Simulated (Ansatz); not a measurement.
bcc V, treated with r²SCAN50 (Ansatz, a quantum-chemistry and plane-wave program, PAW).

Numerical settings: plane-wave cutoff 520 eV, 14×14×14 k mesh, Fermi–Dirac smearing 0.05 eV, no spin polarisation, scalar-relativistic PAW data made under PBE.

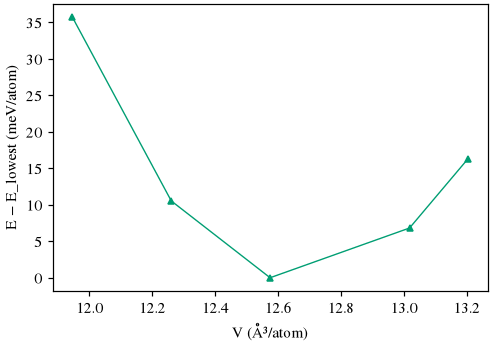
Fig. 1. Total energy against volume

Task: From the curve, estimate the equilibrium volume and the bulk modulus.

Result: V0 ≈ 12.7 Å³/atom and B0 ≈ 260 GPa; the fit gives V0 = 12.668 Å³/atom, B0 = 256 GPa, B′ = 4.0.

Measured, for comparison: bulk modulus 161 GPa (corrected for temperature and zero-point phonon effects, our sources range from 159 to 166; as tabulated in Levämäki et al. (2014), arXiv:1402.3671); equilibrium volume per atom 13.79 Å³/atom (static lattice: zero-point anharmonic expansion removed; as tabulated in Mejia-Rodriguez and Trickey (2018), arXiv:1807.09216). Computed (rounded) less measured: bulk modulus +59 % (+54 % to +61 % over the range), equilibrium volume per atom -8.1 %.

The computed numbers hold no vibrational or temperature effects.
